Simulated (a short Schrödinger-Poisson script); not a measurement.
Stack: MOS inversion layer, Si3N4 on p-type Si(100), at 300 K.

| layer | material | thickness (nm) | Na (cm⁻³) |
|---|---|---|---|
| 1 | Si3N4 | 5.8 | - |
| 2 | Si | 520 | 6.7e17 |

The device is made up for the run: typed textbook-type constants, with dimensions and the other settings drawn at random. Si3N4: permittivity 7.5, conduction-band edge (eV) 1.95, gap (eV) 5.1, electron mass (mₑ) 0.5. Si: permittivity 11.7, conduction-band edge (eV) 0, gap (eV) 1.124, Nv at 300 K (cm⁻³) 3.1e19.

Channel valleys (confinement mass, in-plane density-of-states mass, number): Δ2 0.916, 0.19, 2; Δ4 0.19, 0.417, 4. At the gate the conduction-band edge of layer 1 lies 2.27 eV − eVg above the Fermi level of the channel; the field vanishes at the back. Gaps are held at their typed values at every temperature. Mesh 0.03 nm at interfaces.

From a short Schrödinger-Poisson script (our own, NumPy): 1D Poisson equation in equilibrium, electrons quantum, Hartree (BenDaniel-Duke, 12 states a valley, the channel's in-plane mass for all, wave functions free to enter the dielectric), parabolic valleys, classical holes, full ionisation, no traps, pinning or gate leakage.

Only gate voltages with over 1e8 electrons/cm² are shown.

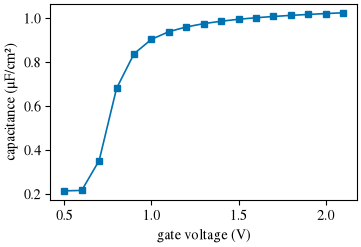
Fig. 1. Quasi-static capacitance against gate voltage

```tsv
Vg (V)	electrons (cm⁻²)	C (μF/cm²)	Δ2 E0 (meV)	Δ2 E1 (meV)	Δ4 E0 (meV)	Δ4 E1 (meV)
0.5	1.39e8	0.214	280.8	349.6	329.1	442.7
0.7	4.80e10	0.352	128.3	202.0	179.5	301.3
0.9	7.53e11	0.838	54.9	133.7	109.2	236.4
1.1	1.85e12	0.938	28.9	112.8	86.4	217.5
1.3	3.04e12	0.975	13.2	102.0	73.7	208.1
1.5	4.26e12	0.995	1.5	95.0	64.8	202.4
1.7	5.51e12	1.01	-8.1	90.0	57.8	198.3
1.9	6.77e12	1.02	-16.4	86.2	52.0	195.4
2.1	8.05e12	1.02	-23.8	83.1	47.0	-
```

Subbands count from the Fermi level; a dash marks a level above the dielectric's band edge.
